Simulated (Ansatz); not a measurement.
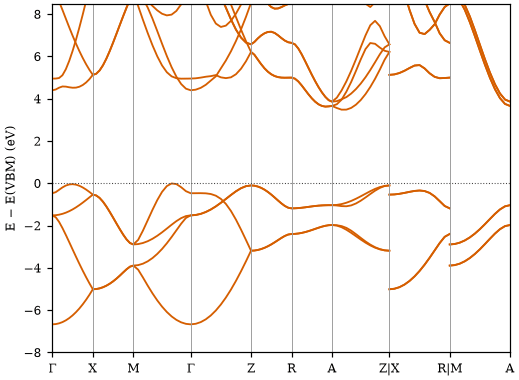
Figure: Band structure from PBEsol in the plane-wave PAW code Ansatz

The gap is 3.47 eV; an edge lies off the plotted path or next to a special point (maximum off the standard path, minimum on the A–Z line, 21 % of the way from A).

The material is MgH2 (rutile, space group No. 136).

Space group P4_2/mnm (rutile). The cell was relaxed with PBEsol under the symmetry of its start; phonons on a q-mesh show no instability.

Potentials: the later of the program's two PAW sets.
